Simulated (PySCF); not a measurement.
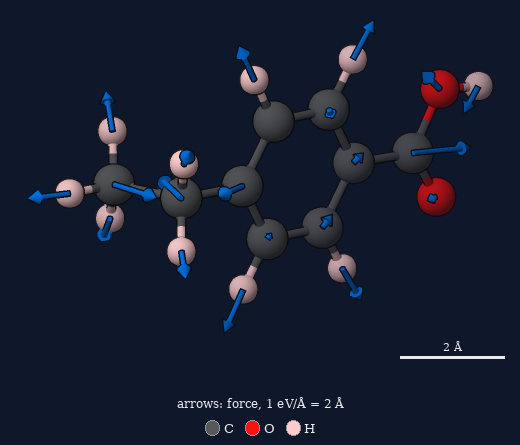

Starting geometry of C$_{9}$H$_{10}$O$_{2}$ with the computed forces as blue arrows. Style: ball-and-stick. Shown at a tilt.

The start comes from GFN2-xTB.

Computed with PBE0-D3(BJ)/def2-SVP geometry optimisation, gas phase in PySCF. 

Is this structure relaxed? If not, where do the atoms go?

It isn't relaxed: the largest force vector, on a C atom, is 0.73 eV/Å. The final displacements follow the starting forces only in part (cosine between the two patterns 0.38). The largest move after the best rigid fit is that of an H atom, 0.062 Å. Largest moves by element: H 0.062 Å, C 0.037 Å, O 0.020 Å. Some distances before and after: C–H 1.087 → 1.101 Å, C–C 1.392 → 1.401 Å, C–C 1.381 → 1.390 Å, C–C 1.475 → 1.483 Å. Bond angles that change, for instance: C–O–H 109.4° → 106.0°, C–C–C 110.3° → 112.4°. After 8 geometry steps the energy has fallen by 5.24 kJ/mol.
